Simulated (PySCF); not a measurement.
# Si⁻, Si: electron affinity and excitation energies in x2c-TZVPPall plus 1 even-tempered diffuse shell per l, part 3 of 3

Aim: the electron affinity and excitation energy of silicon from differences of total energies, at each level of theory, and how far each lands from the tabulated value where there is one.

PySCF 2.14.0; x2c-TZVPPall plus 1 even-tempered diffuse shell per l, the spin-free X2C one-electron Hamiltonian (Gaussian nucleus). The scripts are equivalent inputs of a driver's runs. Earlier steps stand in the parts before.

### 6 Si [Ne] 3s1 3p3, s spin flipped

Level: UHF.

File input.py:

```python
from pyscf import gto, scf, dft, mp, cc
import basis_set_exchange as bse
mol = gto.M(atom="Si 0 0 0", charge=0, spin=2, symmetry="D2h",
            basis=gto.basis.parse(bse.get_basis("x2c-TZVPPall", elements=["Si"], fmt="nwchem", augment_diffuse=1)),
            nucmod="G")
mf = scf.UHF(mol).sfx2c1e()
mf.irrep_nelec = {'Ag': (2, 3), 'B1u': (2, 1), 'B2u': (2, 1), 'B3u': (2, 1)}
mf.kernel()
```

The log of the run:

```text
damping factor = 0
level_shift factor = 0
DIIS = <class 'pyscf.scf.diis.CDIIS'>
diis_start_cycle = 1
diis_space = 10
diis_damp = 0
SCF conv_tol = 1e-09
SCF conv_tol_grad = None
number electrons alpha = 8  beta = 6
cycle= 1 E= -289.117694246384  delta_E= -2.09e-10  |g|= 3.22e-06  |ddm|= 4.71e-05
converged SCF energy = -289.117694246384  <S^2> = 3.000037  2S+1 = 3.6055718
```

CPU time 1.4 s on a shared host, the integrals not counted.

Orbital energies by shell (radii are means over both spins):

| shell | electrons | mean orbital energy (eV) | spread (eV) | rms radius (bohr) |
| --- | --- | --- | --- | --- |
| 1s α | 1 | -1879.5 | 0 | 0.129 |
| 1s β | 1 | -1879.5 | 0 | 0.129 |
| 2s β | 1 | -170.72 | 0 | 0.613 |
| 2s α | 1 | -170.39 | 0 | 0.613 |
| 2p α | 3 | -118.60 | 0 | 0.598 |
| 2p β | 3 | -118.08 | 0 | 0.598 |
| 3s β | 1 | -14.244 | 0 | 2.28 |
| 3p α | 3 | -7.766 | 0 | 3.06 |

⟨S²⟩ = 3.000, ⟨L²⟩ = 0.00.

Spin-orbit constants on these orbitals (cm⁻¹; bare nucleus, screened nucleus, mean field): 3p 161.5, 138.5, 125.6.

With the s spin flipped the determinant is a mixture of two multiplicities, not a spectroscopic state.

Level: LDA.

input.py differs from the last one in:

```diff
@@ -5,3 +5,3 @@
             nucmod="G")
-mf = scf.UHF(mol).sfx2c1e()
+mf = dft.UKS(mol, xc="LDA,VWN").sfx2c1e()
 mf.irrep_nelec = {'Ag': (2, 3), 'B1u': (2, 1), 'B2u': (2, 1), 'B3u': (2, 1)}
```

The log of the run:

```text
damping factor = 0
level_shift factor = 0
DIIS = <class 'pyscf.scf.diis.CDIIS'>
diis_start_cycle = 1
diis_space = 10
diis_damp = 0
SCF conv_tol = 1e-09
SCF conv_tol_grad = None
number electrons alpha = 8  beta = 6
XC functionals = LDA,VWN
    P. A. M. Dirac.,  Math. Proc. Cambridge Philos. Soc. 26, 376 (1930)
    F. Bloch.,  Z. Phys. 57, 545 (1929)
    S. H. Vosko, L. Wilk, and M. Nusair.,  Can. J. Phys. 58, 1200 (1980)
cycle= 1 E= -288.557238709001  delta_E= -0.0133  |g|= 0.0323  |ddm|= 0.194
cycle= 2 E= -288.557800297013  delta_E= -0.000562  |g|= 0.0147  |ddm|= 0.115
cycle= 3 E= -288.55802954927  delta_E= -0.000229  |g|= 0.0065  |ddm|= 0.0436
cycle= 4 E= -288.558039408333  delta_E= -9.86e-06  |g|= 6.96e-05  |ddm|= 0.0065
cycle= 5 E= -288.558039412875  delta_E= -4.54e-09  |g|= 2.43e-06  |ddm|= 0.000135
cycle= 6 E= -288.558039412881  delta_E= -5.63e-12  |g|= 2.16e-07  |ddm|= 1.17e-05
converged SCF energy = -288.558039412881  <S^2> = 3.0000024  2S+1 = 3.6055526
```

CPU time 0.25 s on a shared host, the integrals not counted.

Level: PBE.

input.py differs from the last one in:

```diff
@@ -5,3 +5,3 @@
             nucmod="G")
-mf = dft.UKS(mol, xc="LDA,VWN").sfx2c1e()
+mf = dft.UKS(mol, xc="PBE").sfx2c1e()
 mf.irrep_nelec = {'Ag': (2, 3), 'B1u': (2, 1), 'B2u': (2, 1), 'B3u': (2, 1)}
```

The log of the run:

```text
damping factor = 0
level_shift factor = 0
DIIS = <class 'pyscf.scf.diis.CDIIS'>
diis_start_cycle = 1
diis_space = 10
diis_damp = 0
SCF conv_tol = 1e-09
SCF conv_tol_grad = None
number electrons alpha = 8  beta = 6
XC functionals = PBE
    J. P. Perdew, K. Burke, and M. Ernzerhof.,  Phys. Rev. Lett. 77, 3865 (1996)
    J. P. Perdew, K. Burke, and M. Ernzerhof.,  Phys. Rev. Lett. 78, 1396 (1997)
    J. P. Perdew, K. Burke, and M. Ernzerhof.,  Phys. Rev. Lett. 77, 3865 (1996)
    J. P. Perdew, K. Burke, and M. Ernzerhof.,  Phys. Rev. Lett. 78, 1396 (1997)
cycle= 1 E= -289.581781943165  delta_E= -0.00882  |g|= 0.0212  |ddm|= 0.203
cycle= 2 E= -289.582173855018  delta_E= -0.000392  |g|= 0.0139  |ddm|= 0.0947
cycle= 3 E= -289.582332146045  delta_E= -0.000158  |g|= 0.00315  |ddm|= 0.0299
cycle= 4 E= -289.582333070686  delta_E= -9.25e-07  |g|= 4.41e-05  |ddm|= 0.000805
cycle= 5 E= -289.582333072879  delta_E= -2.19e-09  |g|= 3.74e-06  |ddm|= 0.00013
cycle= 6 E= -289.582333072893  delta_E= -1.44e-11  |g|= 5.59e-08  |ddm|= 1.59e-05
converged SCF energy = -289.582333072893  <S^2> = 3.0000023  2S+1 = 3.6055526
```

CPU time 0.33 s on a shared host, the integrals not counted.

Level: PBE0.

input.py differs from the last one in:

```diff
@@ -5,3 +5,3 @@
             nucmod="G")
-mf = dft.UKS(mol, xc="PBE").sfx2c1e()
+mf = dft.UKS(mol, xc="PBE0").sfx2c1e()
 mf.irrep_nelec = {'Ag': (2, 3), 'B1u': (2, 1), 'B2u': (2, 1), 'B3u': (2, 1)}
```

The log of the run:

```text
damping factor = 0
level_shift factor = 0
DIIS = <class 'pyscf.scf.diis.CDIIS'>
diis_start_cycle = 1
diis_space = 10
diis_damp = 0
SCF conv_tol = 1e-09
SCF conv_tol_grad = None
number electrons alpha = 8  beta = 6
XC functionals = PBE0
    C. Adamo and V. Barone.,  J. Chem. Phys. 110, 6158 (1999)
    M. Ernzerhof and G. E. Scuseria.,  J. Chem. Phys. 110, 5029 (1999)
cycle= 1 E= -289.58505483167  delta_E= -0.00535  |g|= 0.0122  |ddm|= 0.145
cycle= 2 E= -289.585169517202  delta_E= -0.000115  |g|= 0.005  |ddm|= 0.0481
cycle= 3 E= -289.585181472216  delta_E= -1.2e-05  |g|= 0.00134  |ddm|= 0.00749
cycle= 4 E= -289.5851817349  delta_E= -2.63e-07  |g|= 0.000121  |ddm|= 0.00109
cycle= 5 E= -289.585181755285  delta_E= -2.04e-08  |g|= 6.79e-06  |ddm|= 0.000646
cycle= 6 E= -289.585181755354  delta_E= -6.93e-11  |g|= 1.27e-07  |ddm|= 2.98e-05
converged SCF energy = -289.585181755354  <S^2> = 3.0000074  2S+1 = 3.6055554
```

CPU time 0.62 s on a shared host, the integrals not counted.

Level: r2SCAN.

input.py differs from the last one in:

```diff
@@ -5,3 +5,3 @@
             nucmod="G")
-mf = dft.UKS(mol, xc="PBE0").sfx2c1e()
+mf = dft.UKS(mol, xc="R2SCAN").sfx2c1e()
 mf.irrep_nelec = {'Ag': (2, 3), 'B1u': (2, 1), 'B2u': (2, 1), 'B3u': (2, 1)}
```

The log of the run:

```text
damping factor = 0
level_shift factor = 0
DIIS = <class 'pyscf.scf.diis.CDIIS'>
diis_start_cycle = 1
diis_space = 10
diis_damp = 0
SCF conv_tol = 1e-09
SCF conv_tol_grad = None
number electrons alpha = 8  beta = 6
XC functionals = R2SCAN
    J. W. Furness, A. D. Kaplan, J. Ning, J. P. Perdew, and J. Sun.,  J. Phys. Chem. Lett. 11, 8208-8215 (2020)
    J. W. Furness, A. D. Kaplan, J. Ning, J. P. Perdew, and J. Sun.,  J. Phys. Chem. Lett. 11, 9248-9248 (2020)
    J. W. Furness, A. D. Kaplan, J. Ning, J. P. Perdew, and J. Sun.,  J. Phys. Chem. Lett. 11, 8208-8215 (2020)
    J. W. Furness, A. D. Kaplan, J. Ning, J. P. Perdew, and J. Sun.,  J. Phys. Chem. Lett. 11, 9248-9248 (2020)
cycle= 1 E= -289.679361315469  delta_E= -0.00471  |g|= 0.0126  |ddm|= 0.136
cycle= 2 E= -289.679485072483  delta_E= -0.000124  |g|= 0.00713  |ddm|= 0.0524
cycle= 3 E= -289.679505298982  delta_E= -2.02e-05  |g|= 0.00106  |ddm|= 0.00869
cycle= 4 E= -289.679505664264  delta_E= -3.65e-07  |g|= 0.000166  |ddm|= 0.00142
cycle= 5 E= -289.679505707224  delta_E= -4.3e-08  |g|= 1.63e-05  |ddm|= 0.000971
cycle= 6 E= -289.679505707689  delta_E= -4.65e-10  |g|= 1.7e-06  |ddm|= 7.88e-05
converged SCF energy = -289.679505707689  <S^2> = 3.0000032  2S+1 = 3.6055531
```

It used 1 s of CPU time after the integrals (shared host).

Level: BP86.

input.py differs from the last one in:

```diff
@@ -5,3 +5,3 @@
             nucmod="G")
-mf = dft.UKS(mol, xc="R2SCAN").sfx2c1e()
+mf = dft.UKS(mol, xc="B88,P86").sfx2c1e()
 mf.irrep_nelec = {'Ag': (2, 3), 'B1u': (2, 1), 'B2u': (2, 1), 'B3u': (2, 1)}
```

The log of the run:

```text
damping factor = 0
level_shift factor = 0
DIIS = <class 'pyscf.scf.diis.CDIIS'>
diis_start_cycle = 1
diis_space = 10
diis_damp = 0
SCF conv_tol = 1e-09
SCF conv_tol_grad = None
number electrons alpha = 8  beta = 6
XC functionals = B88,P86
    A. D. Becke.,  Phys. Rev. A 38, 3098 (1988)
    J. P. Perdew.,  Phys. Rev. B 33, 8822 (1986)
cycle= 1 E= -289.755602782244  delta_E= -0.00891  |g|= 0.0216  |ddm|= 0.187
cycle= 2 E= -289.756001920466  delta_E= -0.000399  |g|= 0.0165  |ddm|= 0.101
cycle= 3 E= -289.756174501875  delta_E= -0.000173  |g|= 0.00237  |ddm|= 0.0286
cycle= 4 E= -289.756176122099  delta_E= -1.62e-06  |g|= 6.25e-05  |ddm|= 0.00262
cycle= 5 E= -289.756176124999  delta_E= -2.9e-09  |g|= 3.48e-06  |ddm|= 0.000149
cycle= 6 E= -289.756176125012  delta_E= -1.25e-11  |g|= 1.15e-07  |ddm|= 1.54e-05
converged SCF energy = -289.756176125012  <S^2> = 3.0000018  2S+1 = 3.6055523
```

It used 0.47 s of CPU time after the integrals (shared host).

Level: LC-wPBE.

input.py differs from the last one in:

```diff
@@ -5,3 +5,3 @@
             nucmod="G")
-mf = dft.UKS(mol, xc="B88,P86").sfx2c1e()
+mf = dft.UKS(mol, xc="LC_WPBE").sfx2c1e()
 mf.irrep_nelec = {'Ag': (2, 3), 'B1u': (2, 1), 'B2u': (2, 1), 'B3u': (2, 1)}
```

The log of the run:

```text
damping factor = 0
level_shift factor = 0
DIIS = <class 'pyscf.scf.diis.CDIIS'>
diis_start_cycle = 1
diis_space = 10
diis_damp = 0
SCF conv_tol = 1e-09
SCF conv_tol_grad = None
number electrons alpha = 8  beta = 6
XC functionals = LC_WPBE
    O. A. Vydrov and G. E. Scuseria.,  J. Chem. Phys. 125, 234109 (2006)
cycle= 1 E= -289.581460548591  delta_E= -0.0091  |g|= 0.0172  |ddm|= 0.132
cycle= 2 E= -289.581672044916  delta_E= -0.000211  |g|= 0.00451  |ddm|= 0.0342
cycle= 3 E= -289.581698219877  delta_E= -2.62e-05  |g|= 0.00179  |ddm|= 0.0146
cycle= 4 E= -289.581702587826  delta_E= -4.37e-06  |g|= 0.000524  |ddm|= 0.00637
cycle= 5 E= -289.58170303299  delta_E= -4.45e-07  |g|= 2.24e-05  |ddm|= 0.0028
cycle= 6 E= -289.581703033646  delta_E= -6.57e-10  |g|= 1.66e-06  |ddm|= 8.61e-05
converged SCF energy = -289.581703033646  <S^2> = 3.0000021  2S+1 = 3.6055524
```

CPU time 1.1 s on a shared host, the integrals not counted.

Level: wB97M-V.

input.py differs from the last one in:

```diff
@@ -5,3 +5,3 @@
             nucmod="G")
-mf = dft.UKS(mol, xc="LC_WPBE").sfx2c1e()
+mf = dft.UKS(mol, xc="WB97M_V").sfx2c1e()
 mf.irrep_nelec = {'Ag': (2, 3), 'B1u': (2, 1), 'B2u': (2, 1), 'B3u': (2, 1)}
```

The log of the run:

```text
damping factor = 0
level_shift factor = 0
DIIS = <class 'pyscf.scf.diis.CDIIS'>
diis_start_cycle = 1
diis_space = 10
diis_damp = 0
SCF conv_tol = 1e-09
SCF conv_tol_grad = None
number electrons alpha = 8  beta = 6
XC functionals = WB97M_V
    N. Mardirossian and M. Head-Gordon.,  J. Chem. Phys. 144, 214110 (2016)
NLC functional = WB97M_V
cycle= 1 E= -289.678546920023  delta_E= -0.00454  |g|= 0.0124  |ddm|= 0.107
cycle= 2 E= -289.678670165766  delta_E= -0.000123  |g|= 0.00307  |ddm|= 0.0373
cycle= 3 E= -289.678689570987  delta_E= -1.94e-05  |g|= 0.00105  |ddm|= 0.014
cycle= 4 E= -289.678691735993  delta_E= -2.17e-06  |g|= 0.000338  |ddm|= 0.00535
cycle= 5 E= -289.678691819921  delta_E= -8.39e-08  |g|= 2.35e-05  |ddm|= 0.00098
cycle= 6 E= -289.678691821566  delta_E= -1.65e-09  |g|= 4.67e-06  |ddm|= 0.000141
cycle= 7 E= -289.678691821639  delta_E= -7.26e-11  |g|= 2.45e-07  |ddm|= 3.31e-05
converged SCF energy = -289.678691821639  <S^2> = 3.0000063  2S+1 = 3.6055548
```

CPU time 2 s on a shared host, the integrals not counted.

Level: BLYP.

input.py differs from the last one in:

```diff
@@ -5,3 +5,3 @@
             nucmod="G")
-mf = dft.UKS(mol, xc="WB97M_V").sfx2c1e()
+mf = dft.UKS(mol, xc="BLYP").sfx2c1e()
 mf.irrep_nelec = {'Ag': (2, 3), 'B1u': (2, 1), 'B2u': (2, 1), 'B3u': (2, 1)}
```

The log of the run:

```text
damping factor = 0
level_shift factor = 0
DIIS = <class 'pyscf.scf.diis.CDIIS'>
diis_start_cycle = 1
diis_space = 10
diis_damp = 0
SCF conv_tol = 1e-09
SCF conv_tol_grad = None
number electrons alpha = 8  beta = 6
XC functionals = BLYP
    A. D. Becke.,  Phys. Rev. A 38, 3098 (1988)
    C. Lee, W. Yang, and R. G. Parr.,  Phys. Rev. B 37, 785 (1988)
    B. Miehlich, A. Savin, H. Stoll, and H. Preuss.,  Chem. Phys. Lett. 157, 200 (1989)
cycle= 1 E= -289.735599876567  delta_E= -0.0108  |g|= 0.0271  |ddm|= 0.208
cycle= 2 E= -289.736146436501  delta_E= -0.000547  |g|= 0.0239  |ddm|= 0.128
cycle= 3 E= -289.736521272128  delta_E= -0.000375  |g|= 0.00269  |ddm|= 0.0402
cycle= 4 E= -289.736525761108  delta_E= -4.49e-06  |g|= 5.86e-05  |ddm|= 0.00485
cycle= 5 E= -289.736525763175  delta_E= -2.07e-09  |g|= 2.94e-06  |ddm|= 0.000116
cycle= 6 E= -289.736525763182  delta_E= -7.67e-12  |g|= 8.4e-08  |ddm|= 1.22e-05
converged SCF energy = -289.736525763182  <S^2> = 3.0000023  2S+1 = 3.6055526
```

It used 0.51 s of CPU time after the integrals (shared host).

### 7 Si [Ne] 3s1 3p3, s spin flipped, continued

Level: MP2 (valence).

Changes to input.py since step 6:

```diff
@@ -5,4 +5,5 @@
             nucmod="G")
-mf = dft.UKS(mol, xc="BLYP").sfx2c1e()
+mf = scf.UHF(mol).sfx2c1e()
 mf.irrep_nelec = {'Ag': (2, 3), 'B1u': (2, 1), 'B2u': (2, 1), 'B3u': (2, 1)}
 mf.kernel()
+mp.UMP2(mf, frozen=5).kernel()
```

The driver printed no log here.

It used 0.09 s of CPU time after the integrals (shared host).

With 4 electrons correlated, the MP2 correlation energy is -0.10275 hartree (-0.01821 same spin, -0.08454 opposite spin); the SCS form gives -0.10751. Largest pairs of shells: 3s-3p -0.0845, 3p-3p -0.0182, 3s-3s 0.0000.

Level: MP2 (valence and next inner shell).

input.py differs from the last one in:

```diff
@@ -8,2 +8,2 @@
 mf.kernel()
-mp.UMP2(mf, frozen=5).kernel()
+mp.UMP2(mf, frozen=1).kernel()
```

The driver printed no log here.

CPU time 0.11 s on a shared host, the integrals not counted.

With 12 electrons correlated, the MP2 correlation energy is -0.25863 hartree (-0.06528 same spin, -0.19335 opposite spin); the SCS form gives -0.25378. Largest pairs of shells: 2p-2p -0.1001, 3s-3p -0.0845, 2s-2p -0.0255, 3p-3p -0.0182, 2p-3p -0.0140.

### 8 How the shells move

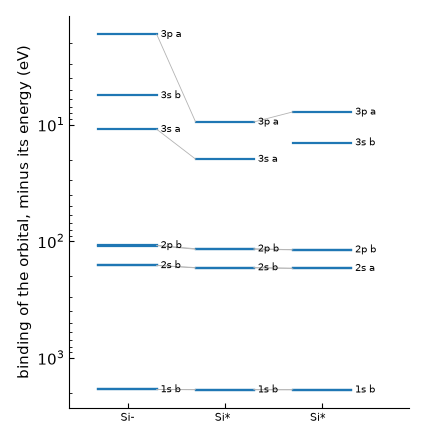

Hartree-Fock orbital energies of the states on a logarithmic scale (a, b: spin up and down; * marks an excited configuration).

### 9 Differences of total energies

Electron affinity: Si⁻ [Ne] 3s2 3p3 (4S) → Si [Ne] 3s2 3p2 (3P).

| method | value (eV) | error (eV) |
| --- | --- | --- |
| UHF | 0.845 | -0.561 |
| LDA | 1.584 | +0.178 |
| PBE | 1.481 | +0.075 |
| PBE0 | 1.447 | +0.041 |
| r2SCAN | 1.532 | +0.127 |
| BP86 | 1.545 | +0.139 |
| LC-wPBE | 1.418 | +0.012 |
| wB97M-V | 1.284 | -0.122 |
| BLYP | 1.216 | -0.190 |
| MP2 (valence) | 1.361 | -0.045 |
| SCS-MP2 (valence) | 1.184 | -0.222 |
| MP2 (valence and next inner shell) | 1.354 | -0.052 |
| SCS-MP2 (valence and next inner shell) | 1.179 | -0.227 |

Reference: 1.390 eV (measured; CRC Handbook (2014) and Andersen, Phys. Rep. 394, 157 (2004), with later updates, as tabulated in the mendeleev Python package). A first-order spin-orbit estimate (lowest level to lowest level, LS coupling) adds -0.016 eV; the last energy column includes it. Errors of the correlated levels include the incompleteness of this basis. In the anion the highest occupied orbital energy is positive at LDA, PBE, PBE0, r2SCAN, BP86, BLYP, a self-interaction effect; the basis confines that electron, and the energy difference can still be sensible.

Excitation energy: Si [Ne] 3s2 3p2 (3P) → Si [Ne] 3s1 3p3 (5S).

| method | value (eV) |
| --- | --- |
| UHF | 2.665 |
| LDA | 4.345 |
| PBE | 4.258 |
| PBE0 | 4.086 |
| r2SCAN | 3.659 |
| BP86 | 4.295 |
| LC-wPBE | 3.931 |
| wB97M-V | 4.548 |
| BLYP | 4.741 |
| MP2 (valence) | 3.606 |
| SCS-MP2 (valence) | 4.069 |
| MP2 (valence and next inner shell) | 3.767 |
| SCS-MP2 (valence and next inner shell) | 4.192 |

A first-order spin-orbit estimate (lowest level to lowest level, LS coupling) adds 0.016 eV.

Excitation energy: Si [Ne] 3s2 3p2 (3P) → Si [Ne] 3s1 3p3, s spin flipped.

| method | value (eV) |
| --- | --- |
| UHF | 9.161 |
| LDA | 6.814 |
| PBE | 6.859 |
| PBE0 | 7.440 |
| r2SCAN | 7.342 |
| BP86 | 6.880 |
| LC-wPBE | 8.152 |
| wB97M-V | 7.555 |
| BLYP | 6.915 |
| MP2 (valence) | 7.891 |
| SCS-MP2 (valence) | 7.835 |
| MP2 (valence and next inner shell) | 7.844 |
| SCS-MP2 (valence and next inner shell) | 7.797 |

The upper determinant mixes two multiplicities, so it lies between the two terms.

The differences also use runs on Si [Ne] 3s2 3p2 (3P), which are not shown here.

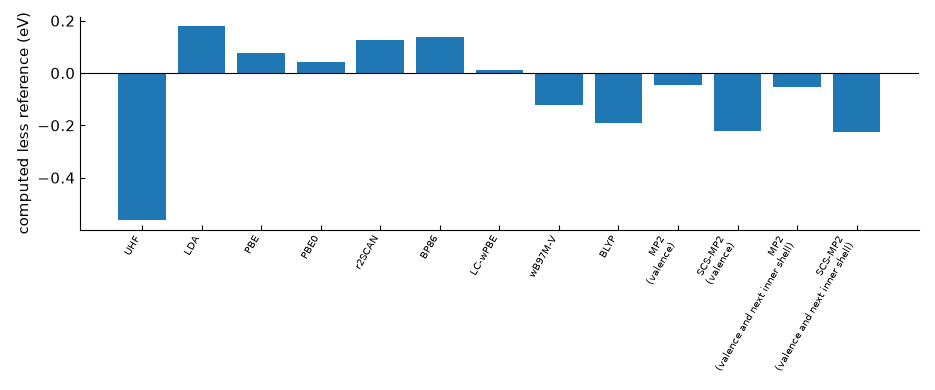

Computed less reference values by method, spin-orbit estimate included.

### 10 Summary of results

What follows sums up all 3 parts.

| quantity | value |
| --- | --- |
| electron affinity, Si | UHF 0.845, MP2 (valence and next inner shell) 1.354 eV; reference 1.390 |
| excitation energy, Si → [Ne] 3s1 3p3 | UHF 2.665, MP2 (valence and next inner shell) 3.767 eV |
| excitation energy, Si → [Ne] 3s1 3p3, s spin flipped | UHF 9.161, MP2 (valence and next inner shell) 7.844 eV |

Each level's miss (mean over 1 difference):

| method | mean absolute miss against the measured value (with the measured fine structure taken into account where it is known) (eV) |
| --- | --- |
| UHF | 0.561 |
| LDA | 0.178 |
| PBE | 0.075 |
| PBE0 | 0.041 |
| r2SCAN | 0.127 |
| BP86 | 0.139 |
| LC-wPBE | 0.012 |
| wB97M-V | 0.122 |
| BLYP | 0.190 |
| MP2 (valence) | 0.045 |
| SCS-MP2 (valence) | 0.222 |
| MP2 (valence and next inner shell) | 0.052 |
| SCS-MP2 (valence and next inner shell) | 0.227 |

In words: LC-wPBE lands nearest to the measured value (off by 0.01 eV); UHF misses by most (0.56 eV). Hartree-Fock falls short because the species with more electrons holds more correlation energy, which it lacks. PBE is off by +0.07 eV. The basis is finite, and no extrapolation was made.
